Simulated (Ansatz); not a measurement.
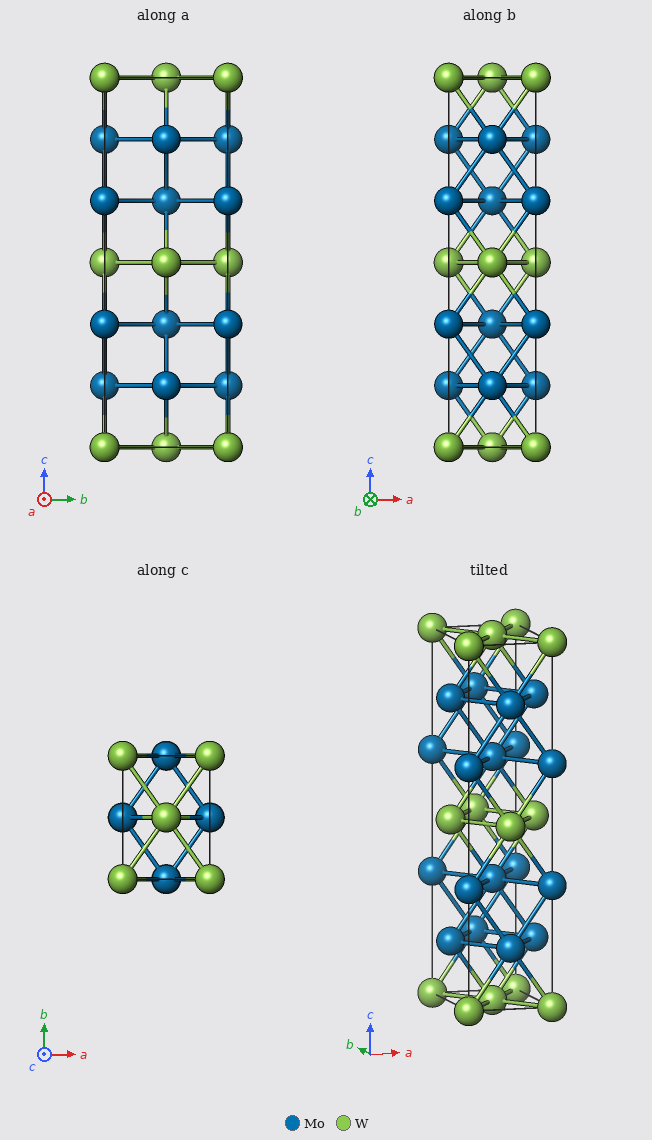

The figure gives a ball-and-stick picture of the atoms, viewed along the a axis, along the b axis, along the c axis and slightly off an axis. The conventional unit cell is drawn as a box.

Lattice parameters: a = 3.1688 Å, b = 4.4841 Å, c = 13.4343 Å, α = 90.000°, β = 90.000°, γ = 90.000°.

### Express the structure as a CIF in P1 with every atom of the cell.

```cif
data_structure
_symmetry_space_group_name_H-M 'P 1'
_symmetry_Int_Tables_number 1
_cell_length_a 3.1688
_cell_length_b 4.4841
_cell_length_c 13.4343
_cell_angle_alpha 90.000
_cell_angle_beta 90.000
_cell_angle_gamma 90.000
_cell_volume 190.89
loop_
_atom_site_label
_atom_site_type_symbol
_atom_site_fract_x
_atom_site_fract_y
_atom_site_fract_z
_atom_site_occupancy
Mo1 Mo 0.5000 0.0000 0.1669 1
Mo2 Mo 0.0000 0.0000 0.3331 1
W1 W 0.0000 0.0000 0.0000 1
Mo3 Mo 0.5000 0.5000 0.6669 1
Mo4 Mo 0.0000 0.5000 0.8331 1
W2 W 0.0000 0.5000 0.5000 1
Mo5 Mo 0.0000 0.0000 0.6669 1
Mo6 Mo 0.5000 0.0000 0.8331 1
W3 W 0.5000 0.0000 0.5000 1
Mo7 Mo 0.0000 0.5000 0.1669 1
Mo8 Mo 0.5000 0.5000 0.3331 1
W4 W 0.5000 0.5000 0.0000 1
```

It goes back to a structure type filled with these elements by a generator (whether the compound takes this form wasn't checked). Earlier steps of the study may have refined or changed the cell and positions. It was run through Ansatz as a DFT input.

At this level of theory the cell isn't at rest (stretched, at -13 GPa), so its distances can differ from those at equilibrium, the more so the softer the solid.
